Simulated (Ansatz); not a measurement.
Consider BClF2HSi (SMILES F[B-](F)=[SiH]Cl) (charge −1).

| atom | x (Å) | y (Å) | z (Å) |
| --- | --- | --- | --- |
| B | -0.5275 | -0.7315 | -0.8153 |
| Cl | 2.7168 | -0.9842 | -0.5243 |
| F | -0.5807 | -2.0732 | -1.0076 |
| F | -1.7846 | -0.2116 | -0.6793 |
| Si | 1.0765 | 0.4740 | -1.0218 |
| H | 0.9300 | 1.0890 | 0.3732 |

Geometry: r2SCAN-D4/def2-SVPD.

Computed with Ansatz 0.2.0, isolated molecule in a Gaussian basis; Kohn-Sham density functional theory, functional PBE0.

### What can the converged electron density and electron localisation function tell about the bonding?

Si–B (2.02 Å): the density is about 0.78 e/Å³ at the midpoint; the ELF peaks at about 1 between the atoms: a shared electron pair.
Si–Cl (2.25 Å): the density is about 0.61 e/Å³ at the midpoint, with its minimum of 0.45 e/Å³ about 0.8 Å from Si; the ELF peaks at about 0.85 between the atoms; a shared but strongly polarised pair.

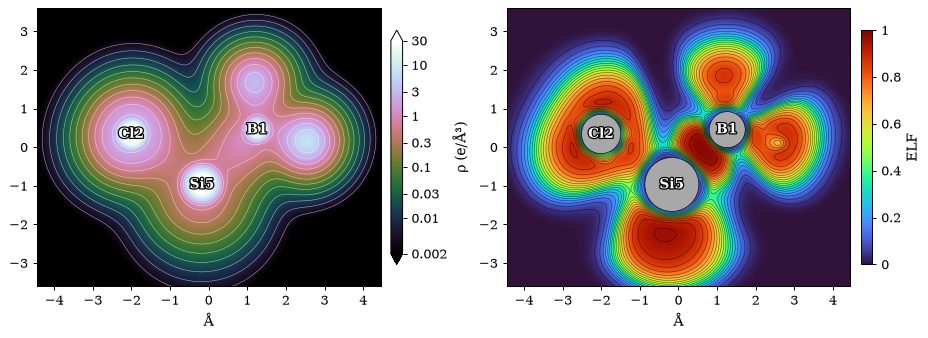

Computed electron density and electron localisation function on the plane of atoms B1, Si5 and Cl2, in this order. Grey discs cover the atomic cores in the ELF map. 
